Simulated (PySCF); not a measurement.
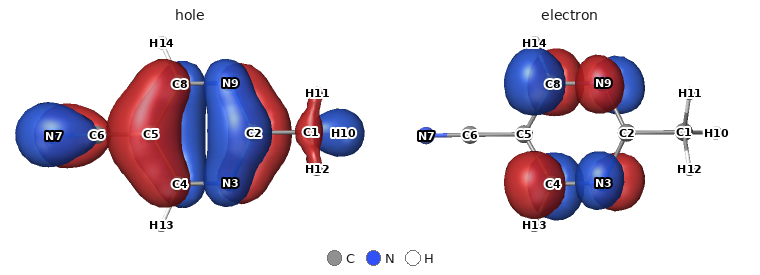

Figure 1: C6H5N3, SMILES `Cc1ncc(C#N)cn1`. Leading natural transition orbital pair of S₃ (TDA singlet states); the surfaces enclose about 78 % of each orbital's density.

Method: CAM-B3LYP/cc-pVDZ; geometry: GFN2-xTB; program: PySCF. No frequency check shows the geometry to be a minimum. Without diffuse functions Rydberg states are missing, so the states' numbers hold for this basis only.

Cartesian coordinates (Å):

```
C1      -3.0909   -0.0006    0.0038
C2      -1.6043   -0.0002   -0.0071
N3      -0.9849   -1.1776   -0.0059
C4       0.3297   -1.1844   -0.0014
C5       1.0756    0.0014    0.0008
C6       2.4840    0.0008    0.0026
N7       3.6305   -0.0010    0.0042
C8       0.3286    1.1852   -0.0015
N9      -0.9861    1.1770   -0.0059
H10     -3.4377    0.0002    1.0369
H11     -3.4670    0.8939   -0.4822
H12     -3.4661   -0.8970   -0.4821
H13      0.8107   -2.1544   -0.0015
H14      0.8085    2.1556   -0.0017
```

Give its energy and the atoms that hole and electron lie on.

5.75 eV (216 nm), f = 0.024; the leading pair carries 71 %; hole on C5 (18 %), N3 and N9 (13 % each) and C2, C4 and C8 (12 % each), electron on C4 and C8 (19 % each), N3 and N9 (15 % each) and C2 and C5 (10 % each) (shares are of the whole state, not of the leading pair alone); their centroids lie 0.3 Å apart. In canonical orbitals it is mainly HOMO−1 → LUMO+1 (70 %). The HOMO–LUMO gap is 8.28 eV.
